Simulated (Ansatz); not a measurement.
**Molecular dynamics of AlH₄O₂F (part 2 of 4)**

The same run, continued: AlH₄O₂F; RKS PBE-D4/def2-SVP (Ansatz 0.2.0). It belongs to a series of runs on one base structure; here: dynamics from the highest image of the converged band.

Geometry of the input (Å):
```
Al 0.0499  0.5775  -0.2589
H  -0.0154  -0.3403  1.8657
O  1.5853  -0.0850  -0.6216
H  1.6767  -0.8127  -1.2552
O  -1.4285  -0.0364  -0.8402
H  -2.0013  -0.7360  -0.5026
F  0.0737  2.1036  0.4413
H  -0.0132  0.4288  1.9670
```

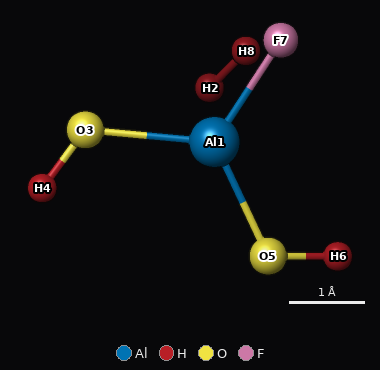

*The geometry at step 159 of the log (ball-and-stick view, seen at a tilt; atoms are numbered from 1 in the order of the input).*

Output, continued
```
md step   114: t =    57.00 fs  T =    94.9 K  F+E_penalty+E_count = -13458.81284249 eV  E_kin = 0.073623 eV  conserved = -13458.73921954 eV  (26 SCF iters)
md step   115: t =    57.50 fs  T =    86.2 K  F+E_penalty+E_count = -13458.80592675 eV  E_kin = 0.066885 eV  conserved = -13458.73904223 eV  (28 SCF iters)
md step   116: t =    58.00 fs  T =    71.5 K  F+E_penalty+E_count = -13458.79405022 eV  E_kin = 0.055458 eV  conserved = -13458.73859251 eV  (28 SCF iters)
md step   117: t =    58.50 fs  T =    59.4 K  F+E_penalty+E_count = -13458.78425179 eV  E_kin = 0.046088 eV  conserved = -13458.73816333 eV  (28 SCF iters)
md step   118: t =    59.00 fs  T =    57.9 K  F+E_penalty+E_count = -13458.78303101 eV  E_kin = 0.044920 eV  conserved = -13458.73811151 eV  (28 SCF iters)
md step   119: t =    59.50 fs  T =    67.9 K  F+E_penalty+E_count = -13458.79113576 eV  E_kin = 0.052639 eV  conserved = -13458.73849689 eV  (28 SCF iters)
md step   120: t =    60.00 fs  T =    82.2 K  F+E_penalty+E_count = -13458.80272844 eV  E_kin = 0.063728 eV  conserved = -13458.73900089 eV  (28 SCF iters)
md step   121: t =    60.50 fs  T =    91.3 K  F+E_penalty+E_count = -13458.81002670 eV  E_kin = 0.070774 eV  conserved = -13458.73925264 eV  (28 SCF iters)
md step   122: t =    61.00 fs  T =    89.9 K  F+E_penalty+E_count = -13458.80886678 eV  E_kin = 0.069733 eV  conserved = -13458.73913365 eV  (28 SCF iters)
md step   123: t =    61.50 fs  T =    79.8 K  F+E_penalty+E_count = -13458.80068863 eV  E_kin = 0.061907 eV  conserved = -13458.73878211 eV  (28 SCF iters)
md step   124: t =    62.00 fs  T =    67.3 K  F+E_penalty+E_count = -13458.79062943 eV  E_kin = 0.052207 eV  conserved = -13458.73842291 eV  (28 SCF iters)
md step   125: t =    62.50 fs  T =    59.2 K  F+E_penalty+E_count = -13458.78415154 eV  E_kin = 0.045937 eV  conserved = -13458.73821413 eV  (28 SCF iters)
md step   126: t =    63.00 fs  T =    59.8 K  F+E_penalty+E_count = -13458.78454737 eV  E_kin = 0.046348 eV  conserved = -13458.73819962 eV  (28 SCF iters)
md step   127: t =    63.50 fs  T =    69.3 K  F+E_penalty+E_count = -13458.79209444 eV  E_kin = 0.053731 eV  conserved = -13458.73836370 eV  (28 SCF iters)
md step   128: t =    64.00 fs  T =    84.5 K  F+E_penalty+E_count = -13458.80423394 eV  E_kin = 0.065567 eV  conserved = -13458.73866683 eV  (28 SCF iters)
md step   129: t =    64.50 fs  T =    99.7 K  F+E_penalty+E_count = -13458.81630363 eV  E_kin = 0.077294 eV  conserved = -13458.73900975 eV  (27 SCF iters)
md step   130: t =    65.00 fs  T =   108.3 K  F+E_penalty+E_count = -13458.82320743 eV  E_kin = 0.083992 eV  conserved = -13458.73921577 eV  (27 SCF iters)
md step   131: t =    65.50 fs  T =   107.0 K  F+E_penalty+E_count = -13458.82213522 eV  E_kin = 0.083021 eV  conserved = -13458.73911433 eV  (27 SCF iters)
md step   132: t =    66.00 fs  T =    98.4 K  F+E_penalty+E_count = -13458.81503894 eV  E_kin = 0.076345 eV  conserved = -13458.73869404 eV  (27 SCF iters)
md step   133: t =    66.50 fs  T =    90.7 K  F+E_penalty+E_count = -13458.80856428 eV  E_kin = 0.070352 eV  conserved = -13458.73821234 eV  (26 SCF iters)
md step   134: t =    67.00 fs  T =    92.8 K  F+E_penalty+E_count = -13458.81004441 eV  E_kin = 0.071991 eV  conserved = -13458.73805322 eV  (27 SCF iters)
md step   135: t =    67.50 fs  T =   107.6 K  F+E_penalty+E_count = -13458.82184428 eV  E_kin = 0.083482 eV  conserved = -13458.73836195 eV  (27 SCF iters)
md step   136: t =    68.00 fs  T =   129.4 K  F+E_penalty+E_count = -13458.83927282 eV  E_kin = 0.100390 eV  conserved = -13458.73888238 eV  (27 SCF iters)
md step   137: t =    68.50 fs  T =   148.4 K  F+E_penalty+E_count = -13458.85429946 eV  E_kin = 0.115072 eV  conserved = -13458.73922790 eV  (27 SCF iters)
md step   138: t =    69.00 fs  T =   157.4 K  F+E_penalty+E_count = -13458.86131965 eV  E_kin = 0.122104 eV  conserved = -13458.73921575 eV  (27 SCF iters)
md step   139: t =    69.50 fs  T =   156.2 K  F+E_penalty+E_count = -13458.86009219 eV  E_kin = 0.121165 eV  conserved = -13458.73892717 eV  (27 SCF iters)
md step   140: t =    70.00 fs  T =   149.8 K  F+E_penalty+E_count = -13458.85472054 eV  E_kin = 0.116154 eV  conserved = -13458.73856623 eV  (27 SCF iters)
md step   141: t =    70.50 fs  T =   144.8 K  F+E_penalty+E_count = -13458.85062653 eV  E_kin = 0.112318 eV  conserved = -13458.73830847 eV  (27 SCF iters)
md step   142: t =    71.00 fs  T =   146.5 K  F+E_penalty+E_count = -13458.85182226 eV  E_kin = 0.113591 eV  conserved = -13458.73823136 eV  (27 SCF iters)
md step   143: t =    71.50 fs  T =   156.3 K  F+E_penalty+E_count = -13458.85956583 eV  E_kin = 0.121220 eV  conserved = -13458.73834568 eV  (27 SCF iters)
md step   144: t =    72.00 fs  T =   172.1 K  F+E_penalty+E_count = -13458.87210724 eV  E_kin = 0.133479 eV  conserved = -13458.73862838 eV  (27 SCF iters)
md step   145: t =    72.50 fs  T =   188.4 K  F+E_penalty+E_count = -13458.88513548 eV  E_kin = 0.146144 eV  conserved = -13458.73899123 eV  (27 SCF iters)
md step   146: t =    73.00 fs  T =   198.6 K  F+E_penalty+E_count = -13458.89327356 eV  E_kin = 0.154016 eV  conserved = -13458.73925782 eV  (27 SCF iters)
md step   147: t =    73.50 fs  T =   198.0 K  F+E_penalty+E_count = -13458.89280962 eV  E_kin = 0.153573 eV  conserved = -13458.73923681 eV  (27 SCF iters)
md step   148: t =    74.00 fs  T =   187.8 K  F+E_penalty+E_count = -13458.88451775 eV  E_kin = 0.145646 eV  conserved = -13458.73887143 eV  (27 SCF iters)
md step   149: t =    74.50 fs  T =   175.3 K  F+E_penalty+E_count = -13458.87429264 eV  E_kin = 0.135922 eV  conserved = -13458.73837058 eV  (26 SCF iters)
md step   150: t =    75.00 fs  T =   169.8 K  F+E_penalty+E_count = -13458.86983994 eV  E_kin = 0.131723 eV  conserved = -13458.73811739 eV  (26 SCF iters)
md step   151: t =    75.50 fs  T =   176.2 K  F+E_penalty+E_count = -13458.87499425 eV  E_kin = 0.136673 eV  conserved = -13458.73832124 eV  (26 SCF iters)
md step   152: t =    76.00 fs  T =   190.7 K  F+E_penalty+E_count = -13458.88668135 eV  E_kin = 0.147885 eV  conserved = -13458.73879631 eV  (27 SCF iters)
md step   153: t =    76.50 fs  T =   204.3 K  F+E_penalty+E_count = -13458.89759089 eV  E_kin = 0.158419 eV  conserved = -13458.73917182 eV  (26 SCF iters)
md step   154: t =    77.00 fs  T =   209.4 K  F+E_penalty+E_count = -13458.90167041 eV  E_kin = 0.162438 eV  conserved = -13458.73923272 eV  (27 SCF iters)
md step   155: t =    77.50 fs  T =   204.4 K  F+E_penalty+E_count = -13458.89753007 eV  E_kin = 0.158515 eV  conserved = -13458.73901481 eV  (27 SCF iters)
md step   156: t =    78.00 fs  T =   192.7 K  F+E_penalty+E_count = -13458.88813221 eV  E_kin = 0.149446 eV  conserved = -13458.73868586 eV  (27 SCF iters)
md step   157: t =    78.50 fs  T =   180.4 K  F+E_penalty+E_count = -13458.87833779 eV  E_kin = 0.139930 eV  conserved = -13458.73840822 eV  (27 SCF iters)
md step   158: t =    79.00 fs  T =   172.9 K  F+E_penalty+E_count = -13458.87239760 eV  E_kin = 0.134127 eV  conserved = -13458.73827085 eV  (27 SCF iters)
md step   159: t =    79.50 fs  T =   173.0 K  F+E_penalty+E_count = -13458.87245096 eV  E_kin = 0.134142 eV  conserved = -13458.73830940 eV  (27 SCF iters)
md step   160: t =    80.00 fs  T =   179.7 K  F+E_penalty+E_count = -13458.87788545 eV  E_kin = 0.139355 eV  conserved = -13458.73853026 eV  (27 SCF iters)
md step   161: t =    80.50 fs  T =   188.8 K  F+E_penalty+E_count = -13458.88531578 eV  E_kin = 0.146444 eV  conserved = -13458.73887194 eV  (27 SCF iters)
md step   162: t =    81.00 fs  T =   194.0 K  F+E_penalty+E_count = -13458.88966590 eV  E_kin = 0.150496 eV  conserved = -13458.73916995 eV  (27 SCF iters)
md step   163: t =    81.50 fs  T =   190.2 K  F+E_penalty+E_count = -13458.88672394 eV  E_kin = 0.147504 eV  conserved = -13458.73922002 eV  (27 SCF iters)
md step   164: t =    82.00 fs  T =   177.0 K  F+E_penalty+E_count = -13458.87617552 eV  E_kin = 0.137249 eV  conserved = -13458.73892641 eV  (28 SCF iters)
md step   165: t =    82.50 fs  T =   160.4 K  F+E_penalty+E_count = -13458.86284705 eV  E_kin = 0.124398 eV  conserved = -13458.73844920 eV  (28 SCF iters)
md step   166: t =    83.00 fs  T =   149.5 K  F+E_penalty+E_count = -13458.85412181 eV  E_kin = 0.115968 eV  conserved = -13458.73815336 eV  (28 SCF iters)
md step   167: t =    83.50 fs  T =   149.9 K  F+E_penalty+E_count = -13458.85451225 eV  E_kin = 0.116228 eV  conserved = -13458.73828386 eV  (28 SCF iters)
md step   168: t =    84.00 fs  T =   159.1 K  F+E_penalty+E_count = -13458.86210653 eV  E_kin = 0.123400 eV  conserved = -13458.73870640 eV  (28 SCF iters)
md step   169: t =    84.50 fs  T =   169.4 K  F+E_penalty+E_count = -13458.87047783 eV  E_kin = 0.131407 eV  conserved = -13458.73907058 eV  (28 SCF iters)
md step   170: t =    85.00 fs  T =   173.6 K  F+E_penalty+E_count = -13458.87382907 eV  E_kin = 0.134675 eV  conserved = -13458.73915436 eV  (28 SCF iters)
md step   171: t =    85.50 fs  T =   169.5 K  F+E_penalty+E_count = -13458.87046520 eV  E_kin = 0.131484 eV  conserved = -13458.73898152 eV  (28 SCF iters)
md step   172: t =    86.00 fs  T =   159.8 K  F+E_penalty+E_count = -13458.86267214 eV  E_kin = 0.123967 eV  conserved = -13458.73870481 eV  (26 SCF iters)
md step   173: t =    86.50 fs  T =   149.6 K  F+E_penalty+E_count = -13458.85450653 eV  E_kin = 0.116040 eV  conserved = -13458.73846629 eV  (28 SCF iters)
md step   174: t =    87.00 fs  T =   143.5 K  F+E_penalty+E_count = -13458.84960418 eV  E_kin = 0.111270 eV  conserved = -13458.73833458 eV  (28 SCF iters)
md step   175: t =    87.50 fs  T =   144.0 K  F+E_penalty+E_count = -13458.84999156 eV  E_kin = 0.111656 eV  conserved = -13458.73833548 eV  (28 SCF iters)
md step   176: t =    88.00 fs  T =   151.0 K  F+E_penalty+E_count = -13458.85557977 eV  E_kin = 0.117089 eV  conserved = -13458.73849030 eV  (28 SCF iters)
md step   177: t =    88.50 fs  T =   161.3 K  F+E_penalty+E_count = -13458.86390494 eV  E_kin = 0.125128 eV  conserved = -13458.73877672 eV  (29 SCF iters)
md step   178: t =    89.00 fs  T =   169.6 K  F+E_penalty+E_count = -13458.87062970 eV  E_kin = 0.131561 eV  conserved = -13458.73906903 eV  (29 SCF iters)
md step   179: t =    89.50 fs  T =   170.7 K  F+E_penalty+E_count = -13458.87153211 eV  E_kin = 0.132359 eV  conserved = -13458.73917277 eV  (29 SCF iters)
md step   180: t =    90.00 fs  T =   163.0 K  F+E_penalty+E_count = -13458.86540822 eV  E_kin = 0.126446 eV  conserved = -13458.73896206 eV  (29 SCF iters)
md step   181: t =    90.50 fs  T =   151.2 K  F+E_penalty+E_count = -13458.85578991 eV  E_kin = 0.117248 eV  conserved = -13458.73854148 eV  (28 SCF iters)
md step   182: t =    91.00 fs  T =   143.1 K  F+E_penalty+E_count = -13458.84918755 eV  E_kin = 0.110946 eV  conserved = -13458.73824172 eV  (28 SCF iters)
md step   183: t =    91.50 fs  T =   144.2 K  F+E_penalty+E_count = -13458.85015865 eV  E_kin = 0.111829 eV  conserved = -13458.73832962 eV  (28 SCF iters)
md step   184: t =    92.00 fs  T =   153.1 K  F+E_penalty+E_count = -13458.85745276 eV  E_kin = 0.118737 eV  conserved = -13458.73871585 eV  (29 SCF iters)
md step   185: t =    92.50 fs  T =   162.7 K  F+E_penalty+E_count = -13458.86527621 eV  E_kin = 0.126214 eV  conserved = -13458.73906266 eV  (29 SCF iters)
md step   186: t =    93.00 fs  T =   166.4 K  F+E_penalty+E_count = -13458.86820568 eV  E_kin = 0.129073 eV  conserved = -13458.73913304 eV  (29 SCF iters)
md step   187: t =    93.50 fs  T =   162.3 K  F+E_penalty+E_count = -13458.86482433 eV  E_kin = 0.125878 eV  conserved = -13458.73894611 eV  (28 SCF iters)
md step   188: t =    94.00 fs  T =   153.4 K  F+E_penalty+E_count = -13458.85765762 eV  E_kin = 0.118989 eV  conserved = -13458.73866842 eV  (27 SCF iters)
md step   189: t =    94.50 fs  T =   144.8 K  F+E_penalty+E_count = -13458.85077075 eV  E_kin = 0.112316 eV  conserved = -13458.73845490 eV  (28 SCF iters)
md step   190: t =    95.00 fs  T =   140.6 K  F+E_penalty+E_count = -13458.84740093 eV  E_kin = 0.109034 eV  conserved = -13458.73836665 eV  (28 SCF iters)
md step   191: t =    95.50 fs  T =   142.5 K  F+E_penalty+E_count = -13458.84889903 eV  E_kin = 0.110500 eV  conserved = -13458.73839877 eV  (26 SCF iters)
md step   192: t =    96.00 fs  T =   149.7 K  F+E_penalty+E_count = -13458.85467645 eV  E_kin = 0.116132 eV  conserved = -13458.73854422 eV  (27 SCF iters)
md step   193: t =    96.50 fs  T =   159.3 K  F+E_penalty+E_count = -13458.86235571 eV  E_kin = 0.123572 eV  conserved = -13458.73878360 eV  (27 SCF iters)
md step   194: t =    97.00 fs  T =   166.6 K  F+E_penalty+E_count = -13458.86823663 eV  E_kin = 0.129212 eV  conserved = -13458.73902498 eV  (27 SCF iters)
md step   195: t =    97.50 fs  T =   167.2 K  F+E_penalty+E_count = -13458.86880344 eV  E_kin = 0.129694 eV  conserved = -13458.73910974 eV  (27 SCF iters)
md step   196: t =    98.00 fs  T =   160.1 K  F+E_penalty+E_count = -13458.86311438 eV  E_kin = 0.124197 eV  conserved = -13458.73891785 eV  (27 SCF iters)
md step   197: t =    98.50 fs  T =   149.5 K  F+E_penalty+E_count = -13458.85444764 eV  E_kin = 0.115926 eV  conserved = -13458.73852130 eV  (27 SCF iters)
md step   198: t =    99.00 fs  T =   142.8 K  F+E_penalty+E_count = -13458.84900369 eV  E_kin = 0.110785 eV  conserved = -13458.73821848 eV  (27 SCF iters)
md step   199: t =    99.50 fs  T =   145.9 K  F+E_penalty+E_count = -13458.85140669 eV  E_kin = 0.113116 eV  conserved = -13458.73829053 eV  (27 SCF iters)
these checks for a lower state are left out or cut short: starts, cluster_reference, orbital_swaps, neighbouring_geometries, increment
859 factors; their error is unknown
mean field -13458.74701391 eV, -494.5998300949 hartree, gradient 1.4e-5 eV, S^2 0.000000; 0 other end points of the search recorded, 0 dependent functions left out
the calculation of the forces begins
reference -13458.74705182 eV, -494.5998314878 hartree; 21, 21 occupied and 59, 59 virtual orbitals, 859 factors
859 factors; their error is unknown
mean field evaluation 1600: about -13458.7840 eV, gradient 3.8e-1 eV
mean field -13458.74701391 eV, -494.5998300949 hartree, gradient 1.4e-5 eV, S^2 0.000000; 1 other end points of the search recorded, 0 dependent functions left out
the calculation of the forces begins
reference -13458.74705182 eV, -494.5998314878 hartree; 21, 21 occupied and 59, 59 virtual orbitals, 859 factors
md step   200: t =   100.00 fs  T =   157.2 K  F+E_penalty+E_count = -13458.86064251 eV  E_kin = 0.121955 eV  conserved = -13458.73868738 eV  (26 SCF iters)
```

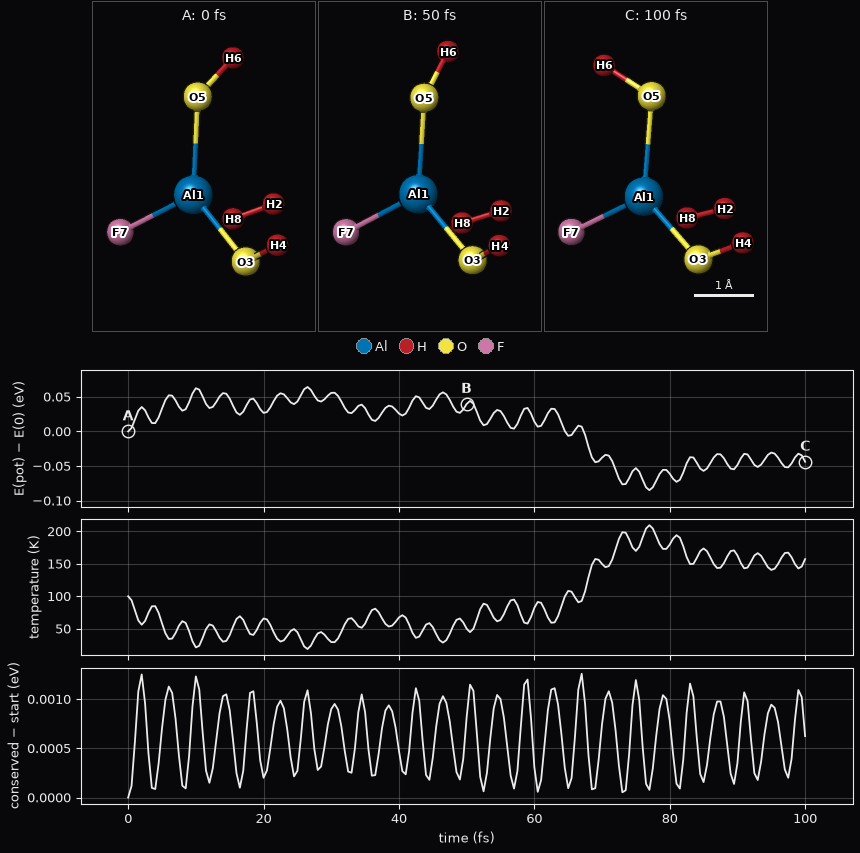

*Frames of the molecular dynamics (ball-and-stick, seen at an oblique angle) above the curves, on which the letters mark them.*

The trajectory kept here has 201 frames over 100 fs. The temperature starts at 100 K, ranges from 19 to 209 K and averages 134 K over the second half. The potential energy ends 0.044 eV below its first value. The conserved quantity stays within 0.0013 eV. After an unweighted best fit of the last frame on the first, the root-mean-square displacement is 0.40 Å, and H6 has moved furthest (0.80 Å).

```
Total energy: -13458.86068042 eV, -494.6040072619 hartree
Atom 0 at     0.082903     0.588382    -0.283195 Å, force    -1.588242     0.743208     0.482729 eV/Å
Atom 1 at     0.151917    -0.337392     1.768757 Å, force     0.178496    -1.088899    -0.180250 eV/Å
Atom 2 at     1.567817    -0.084260    -0.644932 Å, force     0.911594    -0.478998    -0.155894 eV/Å
Atom 3 at     1.658049    -0.975369    -1.012584 Å, force     0.051247     0.015460    -0.084670 eV/Å
Atom 4 at    -1.417508    -0.125268    -0.801218 Å, force     0.221412     0.564587    -0.042932 eV/Å
Atom 5 at    -2.161060     0.490494    -0.976312 Å, force     0.304909    -0.338118     0.147764 eV/Å
Atom 6 at     0.030297     2.108863     0.480566 Å, force     0.087886    -0.425690    -0.375275 eV/Å
Atom 7 at     0.034622     0.372981     1.958270 Å, force    -0.167303     1.008450     0.208528 eV/Å
Dipole moment:    -0.151791    -0.300018    -0.039467 e Å
```

Trajectory as extended XYZ (Å, eV, eV/Å), 54 of the 201 frames kept, from step=0 to step=200
```
8
Properties=species:S:1:pos:R:3:forces:R:3 step=0 time_fs=0.0 energy=-13458.81687 temperature=100.0
Al    0.0499    0.5775   -0.2589    0.0004  -0.0003  -0.0003
H    -0.0154   -0.3403    1.8657    0.0000   0.0001  -0.0001
O     1.5853   -0.0850   -0.6216   -0.0001   0.0000   0.0001
H     1.6767   -0.8127   -1.2552    0.0000   0.0000   0.0000
O    -1.4285   -0.0364   -0.8402   -0.0001   0.0000   0.0000
H    -2.0013   -0.7360   -0.5026    0.0000   0.0000   0.0000
F     0.0737    2.1036    0.4413   -0.0001   0.0002   0.0002
H    -0.0132    0.4288    1.9670    0.0000  -0.0001   0.0001
8
Properties=species:S:1:pos:R:3:forces:R:3 step=4 time_fs=2.0 energy=-13458.78165 temperature=56.2
Al    0.0443    0.5790   -0.2542    0.3901  -0.1593  -0.1628
H    -0.0081   -0.3131    1.8522   -0.0038  -1.3837  -0.1682
O     1.5899   -0.0869   -0.6228   -0.1827  -0.2901  -0.2757
H     1.6748   -0.8174   -1.2716   -0.0729   0.4068   0.3591
O    -1.4268   -0.0366   -0.8433    0.2678   0.3922  -0.2144
H    -1.9816   -0.7290   -0.4923   -0.3885  -0.4500   0.2044
F     0.0747    2.1025    0.4402   -0.0095   0.1213   0.0530
H    -0.0069    0.4177    1.9512   -0.0005   1.3628   0.2046
8
Properties=species:S:1:pos:R:3:forces:R:3 step=8 time_fs=4.0 energy=-13458.80494 temperature=84.7
Al    0.0392    0.5802   -0.2496    0.7607  -0.3484  -0.2414
H    -0.0009   -0.3276    1.8337   -0.0011   0.1806   0.0438
O     1.5941   -0.0895   -0.6246   -0.4423   0.0754   0.0170
H     1.6703   -0.8088   -1.2762   -0.0421   0.1419   0.1231
O    -1.4247   -0.0361   -0.8469   -0.1732  -0.0526  -0.0490
H    -1.9743   -0.7363   -0.4756   -0.0808  -0.0547  -0.0018
F     0.0757    2.1015    0.4391   -0.0154   0.2579   0.1143
H    -0.0007    0.4476    1.9417   -0.0058  -0.2002  -0.0060
8
Properties=species:S:1:pos:R:3:forces:R:3 step=11 time_fs=5.5 energy=-13458.77164 temperature=43.0
Al    0.0360    0.5808   -0.2465    0.9855  -0.4638  -0.2835
H     0.0044   -0.3390    1.8203   -0.0017   1.0647   0.1700
O     1.5966   -0.0914   -0.6259   -0.6291   0.5399   0.4215
H     1.6659   -0.7982   -1.2761    0.0068  -0.2659  -0.2510
O    -1.4232   -0.0357   -0.8497   -0.5717  -0.4928   0.1474
H    -1.9717   -0.7442   -0.4626    0.2360   0.3569  -0.2269
F     0.0765    2.1012    0.4384   -0.0189   0.3430   0.1533
H     0.0038    0.4700    1.9350   -0.0068  -1.0821  -0.1307
```
